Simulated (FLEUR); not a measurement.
# GdZn: which magnetic order is lowest, part 3 of 3

A self-consistent run ends on one state, which hangs on the start. Several orders of GdZn are started in FLEUR and their energies compared.

FLEUR MaX-R8.1; PBEsol with U = 6 eV on Gd f; all-electron FLAPW, Dirac cores, scalar-relativistic bands.

So far, largest spin moment in the muffin-tin sphere (μB): step 2 (start 1: ferro +) 7.32; step 3 (start 2: antiferro q=(1/2,1/2,1/2) +-) 7.17; step 4 (run 3 (antiferro q=(0,1/2,1/2) +-)) 7.24.

The database entry behind the starting cell differs from later determinations by our own check (about 0.4 % long), so it need not match the best structure at ambient conditions.

### Step 6. Spin–orbit coupling, moments along [001]

Level of this step: PBEsol with U = 6 eV on Gd f; all-electron FLAPW, Dirac cores, scalar-relativistic bands with spin-orbit coupling (FLEUR).

Spin–orbit coupling ties the spins to the lattice and lets orbital moments form.

A new self-consistent run of the start ferro +, with the moments along z. Here n_mmp_mat seeds f states of whole m by Hund's three rules. The k list default-1 (kpts.xml, not shown) is a Γ-centred 8×8×8 mesh.

File inp.xml:

```
<?xml version="1.0" encoding="UTF-8" standalone="no"?>
<fleurInput fleurInputVersion="0.39">
   <comment>
      GdZn
   </comment>
   <calculationSetup>
      <cutoffs Kmax="3.6" Gmax="10.8" GmaxXC="10.8" numbands="70"/>
      <scfLoop itmax="130" minDistance="0.0001" maxIterBroyd="15" imix="Anderson" alpha="0.05" precondParam="0.0" spinf="2.0" sdNocoIR="T"/>
      <coreElectrons ctail="T" frcor="F" kcrel="0" coretail_lmax="0"/>
      <xcFunctional name="PBEs" relativisticCorrections="F"/>
      <magnetism jspins="2"/>
      <soc l_soc="T" theta="0.0" phi="0.0" spav="F"/>
      <expertModes spex="0" secvar="F"/>
      <geometryOptimization l_f="F" forcealpha="1.0" forcemix="BFGS" epsdisp="0.00001" epsforce="0.00001"/>
      <ldaU l_linMix="F" mixParam="0.05" spinf="1.0"/>
   </calculationSetup>
   <cell>
      <bzIntegration valenceElectrons="30.0" mode="hist" fermiSmearingEnergy="0.00183747">
         <kPointListSelection listName="default-1"/>
         <xi:include xmlns:xi="http://www.w3.org/2001/XInclude" href="kpts.xml"> </xi:include>
      </bzIntegration>
      <xi:include xmlns:xi="http://www.w3.org/2001/XInclude" href="sym.xml"> </xi:include>
      <bulkLattice scale="1.0">
         <bravaisMatrix>
            <row-1>    6.8370291188027990     0.0000000000000000     0.0000000000000000</row-1>
            <row-2>    0.0000000000000000     6.8370291188027990     0.0000000000000000</row-2>
            <row-3>    0.0000000000000000     0.0000000000000000     6.8370291188027990</row-3>
         </bravaisMatrix>
      </bulkLattice>
   </cell>
   <atomSpecies>
      <species name="Gadolinium7.000" element="Gd" atomicNumber="64">
         <mtSphere radius="2.8" gridPoints="925" logIncrement="0.014"/>
         <atomicCutoffs lmax="10" lnonsphr="8"/>
         <electronConfig flipSpins="F">
            <coreConfig>(1s1/2) (2s1/2) (2p1/2) (2p3/2) (3s1/2) (3p1/2) (3p3/2) (4s1/2) (3d3/2) (3d5/2) (4p1/2) (4p3/2) (4d3/2) (4d5/2)</coreConfig>
            <valenceConfig>(5s1/2) (5p1/2) (5p3/2) (6s1/2) (4f5/2) (4f7/2) (5d3/2) (5d5/2)</valenceConfig>
            <stateOccupation state="(4f5/2)" spinUp="2.5" spinDown="0.5"/>
            <stateOccupation state="(4f7/2)" spinUp="4.0" spinDown="0.0"/>
            <stateOccupation state="(5d3/2)" spinUp="0.4" spinDown="0.0"/>
            <stateOccupation state="(5d5/2)" spinUp="0.6" spinDown="0.0"/>
         </electronConfig>
         <energyParameters s="6" p="6" d="5" f="4"/>
         <ldaU l="3" U="6.0" J="0.0" l_amf="F"/>
         <lo type="SCLO" l="0" n="5" eDeriv="0"/>
         <lo type="SCLO" l="1" n="5" eDeriv="0"/>
      </species>
      <species name="Zinc (Zn)" element="Zn" atomicNumber="30">
         <mtSphere radius="2.8" gridPoints="925" logIncrement="0.014"/>
         <atomicCutoffs lmax="10" lnonsphr="8"/>
         <electronConfig flipSpins="F">
            <coreConfig>(1s1/2) (2s1/2) (2p1/2) (2p3/2) (3s1/2) (3p1/2) (3p3/2)</coreConfig>
            <valenceConfig>(4s1/2) (3d3/2) (3d5/2)</valenceConfig>
         </electronConfig>
         <energyParameters s="4" p="4" d="3" f="4"/>
      </species>
   </atomSpecies>
   <atomGroups>
      <atomGroup species="Gadolinium7.000">
         <relPos label="                   1">.0000000000 .0000000000 .0000000000</relPos>
         <force calculate="T" relaxXYZ="TTT"/>
      </atomGroup>
      <atomGroup species="Zinc (Zn)">
         <relPos label="                   2">1.000/2.000 1.000/2.000 1.000/2.000</relPos>
         <force calculate="T" relaxXYZ="TTT"/>
      </atomGroup>
   </atomGroups>
   <output dos="F" band="F" slice="F">
      <bandDOS minEnergy="-.5*Htr" maxEnergy="0.5*Htr" sigma="0.015" storeEVData="T"/>
      <plotting iplot="0" polar="F">
         <plot TwoD="T" vec1="  1.0  0.0  0.0" vec2="  0.0  1.0  0.0" vec3="  0.0  0.0  1.0" zero="  0.0  0.0  0.0" file="plot"/>
      </plotting>
      <moessbauerParams electricFieldGradient="F" isomerShift="F" coreHyperfine="F" valenceHyperfine="F"/>
   </output>
</fleurInput>
```

File crystal.txt:

```
GdZn
&input film=F cartesian=F /
3.61800000000  0.00000000000  0.00000000000
0.00000000000  3.61800000000  0.00000000000
0.00000000000  0.00000000000  3.61800000000
1.8897261246
1.0 1.0 1.0

2
64 0.00000000000  0.00000000000  0.00000000000 : 7.000
30 0.50000000000  0.50000000000  0.50000000000

&soc 0.0000000 0.0000000 /
&kpt div1=8 div2=8 div3=8 gamma=T /
```

Command:

```
> OMP_NUM_THREADS=1 inpgen -f crystal.txt > inpgen.log  # inp.xml is then edited as shown
> OMP_NUM_THREADS=1 mpirun -n 4 fleur_MPI > fleur.log
```

What it wrote:

```text
[banner, memory and clock lines left out]
Welcome to FLEUR        (www.flapw.de)
      MaX-Release 8.1          (www.max-centre.eu)

 ========== k-point set info ==========
 Selected k-point list: default-1
 k-point list type: mesh
 0 x 0 x 0
 Number of k points: 92

 [... set-up left out ...]
 Iteration:     1   Distance:      22.84677641 me/bohr^3
 Iteration:     2   Distance:      21.79874659 me/bohr^3
 Iteration:     3   Distance:      12.44226452 me/bohr^3
 Iteration:     4   Distance:       5.40538532 me/bohr^3
 Iteration:     5   Distance:       1.49888896 me/bohr^3
 Iteration:     6   Distance:       0.88858569 me/bohr^3
 Iteration:     7   Distance:       1.11906472 me/bohr^3
 Iteration:     8   Distance:       0.13087710 me/bohr^3
 Iteration:     9   Distance:       0.03285116 me/bohr^3
 Iteration:    10   Distance:       0.01258351 me/bohr^3
 Iteration:    11   Distance:       0.00633373 me/bohr^3
 Iteration:    12   Distance:       0.00185215 me/bohr^3
 Iteration:    13   Distance:       0.00101667 me/bohr^3
 Iteration:    14   Distance:       0.00019709 me/bohr^3
 Iteration:    15   Distance:       0.00016854 me/bohr^3
 Iteration:    16   Distance:       0.00013671 me/bohr^3
 Iteration:    17   Distance:       0.00008701 me/bohr^3

 ********************************************************************
 Run finished successfully
 Stop message:
   all done
 ********************************************************************

--- out.xml (last complete iteration) ---
<iteration numberForCurrentRun="   17" overallNumber="   17">
         [... left out ...]
         <bandgap value="0.0000000000" units="eV"/>
         <sumValenceSingleParticleEnergies value="-4.7934746006" units="Htr"/>
         <FermiEnergy value="0.2741727766" units="Htr"/>
         [... left out ...]
         <magneticMomentsInMTSpheres units="muBohr">
            <globalMagMoment atomType="1" vec="0.00000   0.00000   7.30974"/>
            <globalMagMoment atomType="2" vec="0.00000   0.00000   0.06596"/>
         </magneticMomentsInMTSpheres>
         <orbitalMomentsInMTSpheres units="muBohr">
            <globalMagMoment atomType="1" vec="0.00000   0.00000  -0.02241"/>
            <globalMagMoment atomType="2" vec="0.00000   0.00000  -0.00003"/>
         </orbitalMomentsInMTSpheres>
         [... left out ...]
         <totalEnergy value="   -13071.4737973333" units="Htr">
            <sumOfEigenvalues value="    -7970.4043262009">
               <coreElectrons value="-7965.6108516002"/>
               <valenceElectrons value="-4.7934746006"/>
            </sumOfEigenvalues>
         [... left out ...]
            <freeEnergy value="-13071.4742691747"/>
            <extrapolationTo0K value="-13071.4740332540"/>
         </totalEnergy>
         [... left out ...]
         <ldaUDensityMatrixConvergence>
            <distance spin="1" distance="0.000000"/>
            <distance spin="2" distance="0.000000"/>
         </ldaUDensityMatrixConvergence>
         <densityConvergence units="me/bohr^3">
            <chargeDensity spin="1" distance="0.0000622438"/>
            <chargeDensity spin="2" distance="0.0000561704"/>
            <overallChargeDensity distance="0.0000870125"/>
            <spinDensity distance="0.0000805460"/>
         </densityConvergence>
      </iteration>
```

Run time: 67 s. Hardware: 4 MPI ranks of Intel Xeon Platinum 8488C (Sapphire Rapids), shared host; peak memory 0.42 GiB; 4.5 min of CPU time.

Spin moment in the muffin-tin sphere by atom:

```
atom  spin moment in the muffin-tin sphere (μB)
 Gd1                                       7.31
 Zn2                                       0.07
```

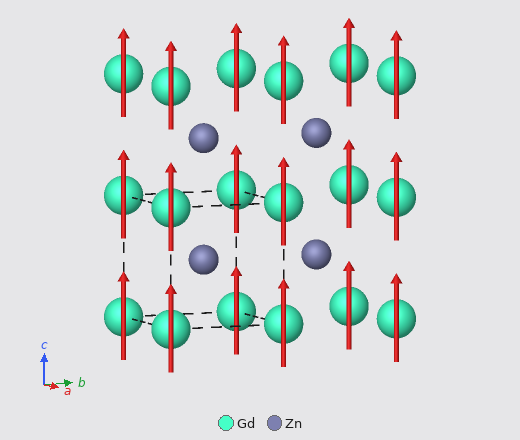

Spin moment in the muffin-tin sphere as arrows, the longest 7.31 μB. Up and down stand for the sign. Arrows give size and sign along the axis of quantisation, drawn up and down the page. 1×2×2 cells are drawn. Some periodic images of atoms are drawn too.

Read from the output:

- free energy: -355692.9351 eV
- program's band gap on this mesh (in a metal only a level spacing): 0 eV
- magnetization: 7.676 μB
- final state: ferromagnetic
- orbital moment along the spin: -0.02241 μB

Orbital moment in the sphere, along the spin axis by atom:

```
atom  orbital moment in the sphere, along the spin axis (μB)
 Gd1                                                 -0.0224
 Zn2                                                  0.0000
```

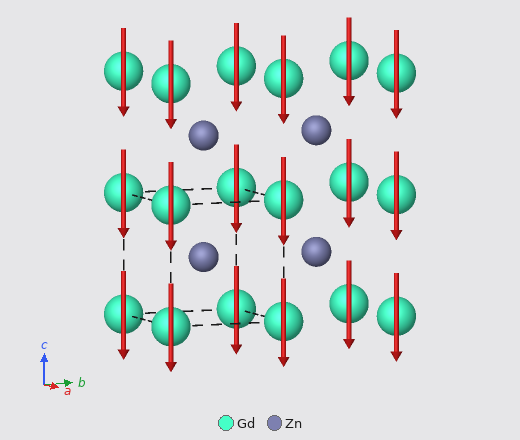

Orbital moment in the sphere, along the spin axis as arrows, the longest 0.0224 μB. Up and down stand for the sign. Arrows give size and sign along the axis of quantisation, drawn up and down the page. 1×2×2 cells are drawn. Some periodic images of atoms are drawn too.

### Step 7. What came out

- lowest state found: ferromagnetic (typed ferro +)
- largest site spin moment: 7.32 μB
- next finished state: antiferromagnetic, 54.3 meV a seeded atom higher
- orbital moment on the atom of largest spin, along its spin (spin–orbit run): -0.0224 μB
- spin plus orbital moment: Gd 7.29 μB

**Reading.** The lowest state found is ferromagnetic, reached from the start ferro +, with moments up to 7.32 μB. The next finished state costs 54 meV a seeded atom. The shell is near half filling, where Hund's rules give no orbital moment. Only 3 starts were tried; other patterns of signs, canted and longer-period orders were not. The f shell is half filled, so the spin-only picture is fair.

[Logs and program files are shortened in this print: banners, set-up blocks, solver, clock and traceback lines can be left out without a mark of their own.]

[Logs are printed without paths, hosts, clocks, repeated set-up lines and the standing remarks that a program may print on its own settings, such as how far it seeks lower states.]

[Hosts, paths, dates, database ids (printed as entryN), source tags and the programs' standing remarks are cut or masked in the printed files.]

[Where a cell is said to come from a database of computed structures, the database is the Materials Project.]
